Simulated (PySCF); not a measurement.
Molecule: SMILES [SiH3][SiH2]c1cccs1. Atoms near the plane z = 0.8 Å, at the GFN2-xTB optimised geometry (x, y, z in Å): Si2 (0.0, 2.2, 0.1), C3 (-0.2, 0.4, 0.0), C4 (0.8, -0.6, 0.0), C5 (0.2, -1.9, 0.0), C6 (-1.1, -1.9, 0.0), S7 (-1.8, -0.3, 0.0), H12 (1.4, 2.5, -0.3), H13 (1.8, -0.4, 0.0), H14 (0.8, -2.8, 0.0), H15 (-1.8, -2.7, 0.0).

Calculation: B3LYP/def2-TZVP (PySCF). The values are rescaled to run from 0 to 1.

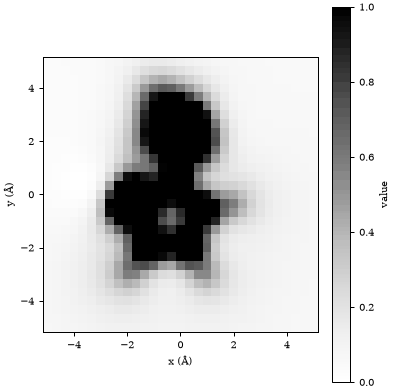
Figure. a field on the plane z = 0.8 Å.

Question: Which quantity is mapped?
(A) Laplacian of the electron density
(B) electron localisation function
(C) an orbital amplitude
(D) electrostatic potential

Answer: D, electrostatic potential. In full: electrostatic potential (hartree/e), clipped to [-0.08, 0.12].
